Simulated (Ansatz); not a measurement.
**A computed series for Al2O3: pressure series**

Take Al₂O₃ in the corundum structure (space group R-3c, No. 167; a = 4.7738 Å, c = 13.0147 Å (hexagonal axes)) as the base.

Cell and atoms are relaxed at each pressure.

The values are results of Ansatz (a program for electronic structure) PBEsol, spin-orbit coupling left out, not measurements.

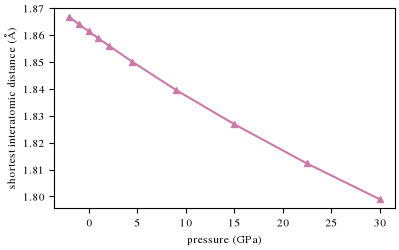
Fig. 1. Shortest interatomic distance against pressure

Task: From the plot, what is the shortest interatomic distance for pressure 0.9 GPa?

Result: About 1.859 Å.

Task: Is the trend monotonic over the range shown?

Result: Yes, it falls throughout, spanning 1.799 Å to 1.867 Å.

Load acts through the strain it causes; cell and atoms are relaxed under it. Whether these cells are dynamically stable was not tested. Competing high-pressure phases were not computed.
